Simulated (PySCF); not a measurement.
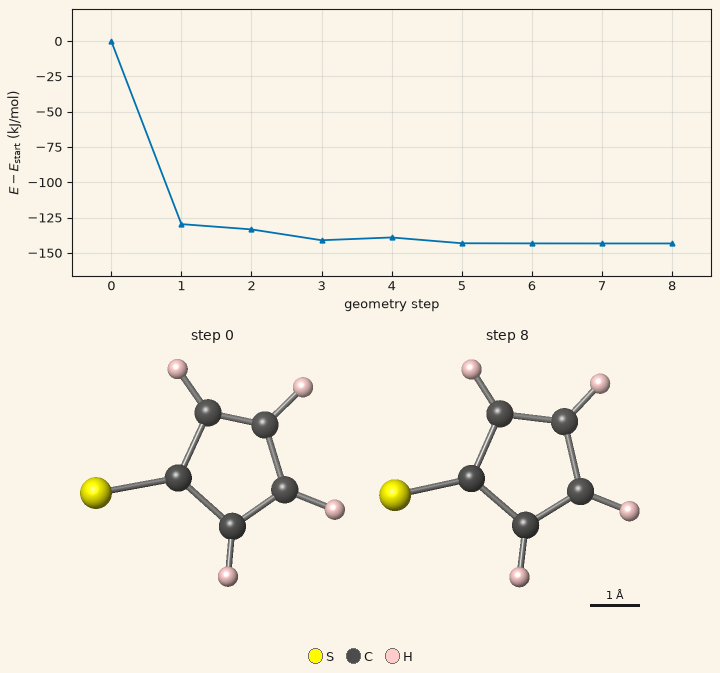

First and last geometry of a relaxation of C5H4S, with the history of the run. The picture is a ball-and-stick view, seen face on.

The start comes from MMFF94s. Its atoms were then displaced at random by about 0.03 Å.

All numbers below come from PySCF 2.14.0, density-fitted response routines, PBE0-D3(BJ)/def2-SVP geometry optimisation, gas phase. 

Q: What do the curves and the structures tell?

A: It converged. A C atom moves most after the best rigid fit: 0.12 Å. Largest moves by element: C 0.12 Å, S 0.10 Å, H 0.09 Å. Among the contacts that change: C–C 1.201 → 1.349 Å, C–S 1.747 → 1.626 Å, C–C 1.403 → 1.486 Å, C–H 1.055 → 1.088 Å. Bond angles that change, for instance: C–C–C 118.8° → 109.2°, C–C–H 136.8° → 128.9°, C–C–H 117.7° → 124.3°. Over 8 geometry steps the energy falls by 143.3 kJ/mol.

```tsv
step	E − E(0), kJ/mol
0	0.00
1	-129.59
2	-133.33
3	-141.01
4	-139.03
5	-143.14
6	-143.25
7	-143.28
8	-143.29
```
